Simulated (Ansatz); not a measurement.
# CF (SMILES [C]F): UCCSDT(Q)/STO-3G

What is the electronic atomisation energy of CF at UCCSDT(Q)/STO-3G? 

The calculation is run with Ansatz 0.2.0.

44 further runs of the same task are left out: 9 that didn't finish, 35 set aside as unsound or not needed.

## Step 1: The molecule

CF: 2 atoms, total charge 0, spin state doublet. SMILES: `[C]F`. Geometry: relaxed at PBE0-D4/def2-TZVP.

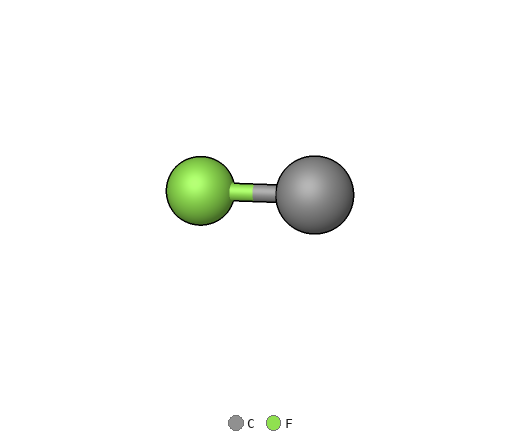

Viewed from a chosen angle; carbon grey, fluorine green.

## Step 2: The energy at UCCSDT(Q)/STO-3G

Contents of run.yaml:

```yaml
basis:
  gaussian:
    orbitals: STO-3G
crystal:
  periodic: [false, false, false]
  atoms:
    - {symbol: C, position_ang: [-0.000000, 0.000000, 0.003080]}
    - {symbol: F, position_ang: [0.000000, -0.000000, 1.271320]}
accuracy: high
correlation:
  method: ccsdt_q
  frozen_orbitals: {C: 1, F: 1}
magnetization:
  spin_polarized: true
  initial_magnetization: 1
scf:
  omitted_lower_state_checks: [cluster_reference, increment]
```

Run with:

```sh
$ ansatz run run.yaml --threads 1 --pin off --max-ram 3480MiB --events-out events.jsonl --progress --plain --runs-dir runs
```

What it wrote:

```text
Warning: RAYON_NUM_THREADS=1 ignored (pool sized by the plan → 1); use --threads N
Functional definition: HF
  name "HF"
  exchange = exact_x
  correlation = 0
these checks for a lower state are left out or cut short: cluster_reference, increment
149 factors; integrals over basis functions are off by at most 3.2e-8 eV
mean field evaluation 1: about -3681.4651 eV, gradient 5.7e0 eV
mean field evaluation 2: about -3681.5225 eV, gradient 5.7e0 eV
mean field evaluation 4: about -3681.7892 eV, gradient 1.0e0 eV
mean field evaluation 8: about -3681.8099 eV, gradient 8.3e-3 eV
mean field evaluation 16: about -3681.8099 eV, gradient 1.5e-2 eV
mean field -3681.80989094 eV, -135.3040178717 hartree, gradient 5.2e-8 eV, S^2 0.753277; 4 other end points of the search recorded, 0 dependent functions left out
2 core orbitals not correlated: weight in the atoms' cores, before any rotation towards them, 1.000 or more for the frozen orbitals, at most 0.000 for the correlated occupied ones
reference -3681.80989094 eV, -135.3040178717 hartree; 6, 5 occupied and 2, 3 virtual orbitals, 149 factors
second order -1.51353218 eV of doubles, -0.00000000 eV of singles
cycle   1  -1.63726784 eV  change   -1.2e-1 eV  update   9.3e-2
cycle   2  -1.89109512 eV  change   -2.5e-1 eV  update   4.7e-2
cycle   3  -2.06227274 eV  change   -1.7e-1 eV  update   2.4e-2
cycle   4  -2.06488975 eV  change   -2.6e-3 eV  update   4.8e-3
cycle   5  -2.06503352 eV  change   -1.4e-4 eV  update   2.5e-3
cycle   6  -2.06666630 eV  change   -1.6e-3 eV  update   1.2e-3
cycle   7  -2.06638935 eV  change    2.8e-4 eV  update   5.5e-4
cycle   8  -2.06655534 eV  change   -1.7e-4 eV  update   2.5e-4
cycle   9  -2.06679833 eV  change   -2.4e-4 eV  update   7.6e-5
cycle  10  -2.06668650 eV  change    1.1e-4 eV  update   2.3e-5
cycle  11  -2.06669762 eV  change   -1.1e-5 eV  update   9.8e-6
cycle  12  -2.06670109 eV  change   -3.5e-6 eV  update   5.0e-6
cycle  13  -2.06670314 eV  change   -2.1e-6 eV  update   2.2e-6
cycle  14  -2.06670274 eV  change    4.1e-7 eV  update   8.3e-7
cycle  15  -2.06670225 eV  change    4.8e-7 eV  update   2.8e-7
cycle  16  -2.06670218 eV  change    7.3e-8 eV  update   1.2e-7
cycle  17  -2.06670229 eV  change   -1.1e-7 eV  update   6.3e-8
cycle  18  -2.06670229 eV  change   -4.1e-9 eV  update   2.9e-8
cycle  19  -2.06670220 eV  change    8.9e-8 eV  update   7.7e-8
cycle  20  -2.06670210 eV  change    9.8e-8 eV  update   4.1e-8
cycle  21  -2.06670209 eV  change    1.9e-8 eV  update   1.6e-8
cycle  22  -2.06670208 eV  change    5.7e-9 eV  update   6.4e-9
cycle  23  -2.06670208 eV  change   9.4e-10 eV  update   2.1e-9
cycle  24  -2.06670208 eV  change  -7.2e-10 eV  update  8.3e-10
perturbative correction -0.00294903 eV, -0.0001083750 hartree
Total energy: -3683.87954206 eV, -135.3800761473 hartree
Checks for a lower state left out: cluster_reference, increment
```

It took 1.6 s on 1 thread of Arm Neoverse V1, shared host.

## Step 3: The C atom at the same level

Contents of run.yaml:

```yaml
crystal:
  periodic: [false, false, false]
  atoms:
    - {symbol: C, position_ang: [0.000000, 0.000000, 0.000000]}
basis:
  gaussian:
    orbitals: STO-3G
magnetization:
  spin_polarized: true
  initial_magnetization: 2
scf:
  omitted_lower_state_checks: [cluster_reference, increment]
correlation:
  method: ccsdt_q
  frozen_orbitals: {C: 1}
accuracy: high
```

Run the same way, it converges to -37.21862 Eh (log not shown).

## Step 4: The F atom

Contents of molecule.yaml:

```yaml
crystal:
  periodic: [false, false, false]
  atoms:
    - {symbol: F, position_ang: [0.000000, 0.000000, 0.000000]}
basis:
  gaussian: {orbitals: STO-3G}
correlation: {method: ccsdt_q, frozen_orbitals: {F: 1}}
accuracy: high
scf: {omitted_lower_state_checks: [cluster_reference, increment]}
magnetization: {spin_polarized: true, initial_magnetization: 1}
```

Run the same way, it converges to -97.98651 Eh (log not shown).

## Step 5: Summary of results

At UCCSDT(Q)/STO-3G, 2 core orbitals frozen:

```
                                             quantity          value
                               molecule: total energy  -135.38008 Eh
molecule: correlation energy (2 core orbitals frozen)      -76.1 mEh
          molecule: ⟨S²⟩ of the reference determinant          0.753
                              molecule: T1 diagnostic          0.022
                                 C atom: total energy   -37.21862 Eh
   C atom: correlation energy (1 core orbital frozen)      -20.2 mEh
            C atom: ⟨S²⟩ of the reference determinant          2.000
                                C atom: T1 diagnostic          0.000
                                 F atom: total energy   -97.98651 Eh
   F atom: correlation energy (1 core orbital frozen)        0.0 mEh
            F atom: ⟨S²⟩ of the reference determinant          0.750
                                F atom: T1 diagnostic          0.000
                        electronic atomisation energy       4.761 eV
```

Taking the molecule apart into free atoms costs 4.76 eV (459 kJ/mol), before zero-point energy and without spin-orbit coupling. In a minimal basis such a difference can be off by several eV, whatever the method.
